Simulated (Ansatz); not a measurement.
The cell of Na₃OF (P2_1/c). The cell is taken from the end point of a relaxation with Ansatz, DFT, PBEsol, plane waves, PAW; the starting structure was generated, so it need not be a known form of this composition.

```xyz
20
Lattice="6.4216 0.0000 0.0000 0.0000 5.7645 0.0000 -1.0333 0.0000 8.3743" Properties=species:S:1:pos:R:3 pbc="T T T"
F     1.3695    1.4399    8.0027
O     1.2153    4.2591    1.9859
Na    0.7866    3.5934    8.2939
Na    3.1779    3.0968    2.6473
Na    0.2105    2.3590    2.6527
F     1.8862    1.4424    3.8156
O     0.6987    4.3876    6.1731
Na    1.3033    5.0533    4.1067
Na    2.2104    2.6676    5.7270
Na    5.1778    3.4054    5.7216
F     4.0188    4.3246    0.3716
O     4.6896    1.3769    2.2012
Na    4.6017    2.1710    0.0804
Na    5.6945    5.2413    1.5344
Na    2.7271    0.2146    1.5398
F     3.5021    4.3221    4.5588
O     4.1730    1.5053    6.3884
Na    4.0850    0.7112    4.2676
Na   -0.3062    0.5232    6.8399
Na    2.6612    5.5499    6.8345
```

Bond valence s = exp((R0 − d)/b), R0 fitted to published crystal structures with b = 0.37 Å, summed over all anions within 5 Å; R0 in Å: Na+–F 1.649; Na+–O 1.774.

Question: Calculate the bond-valence sums (anions within 5 Å).

Answer:
| site | x, y, z | formal valence | bond-valence sum | difference |
| --- | --- | --- | --- | --- |
| F1 | 0.367, 0.250, 0.956 | −1 | 0.93 | -0.07 |
| O1 | 0.227, 0.739, 0.237 | −2 | 1.54 | -0.46 |
| Na1 | 0.282, 0.623, 0.990 | +1 | 0.89 | -0.11 |
| Na2 | 0.546, 0.537, 0.316 | +1 | 0.79 | -0.21 |
| Na3 | 0.084, 0.409, 0.317 | +1 | 0.79 | -0.21 |

The global instability index (root mean square of the differences over all atoms) is 0.25 v.u.: above 0.2, which by the usual rule of thumb marks a strained structure.

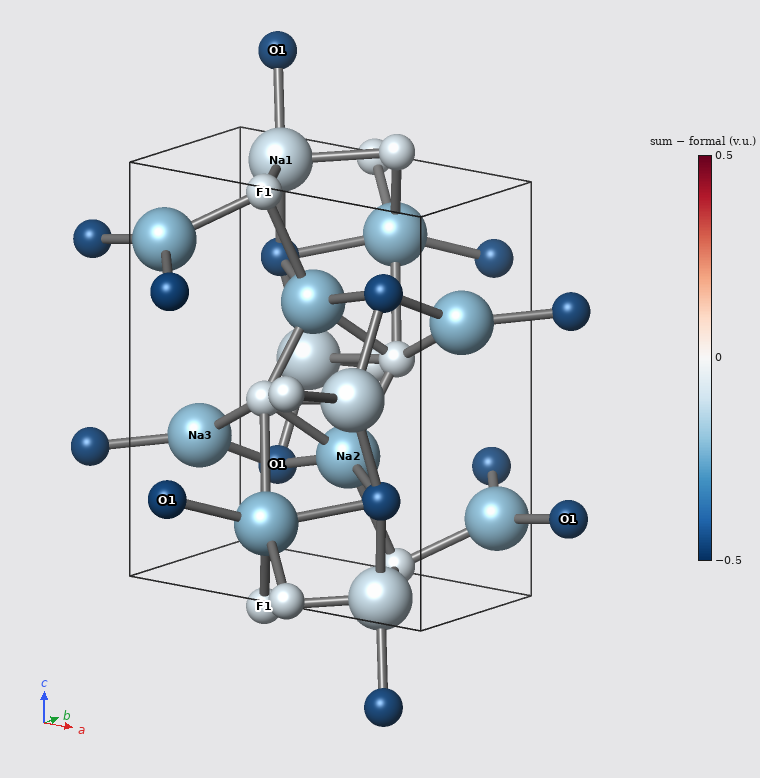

Atoms coloured by sum less the size of the formal valence, view slightly off an axis.
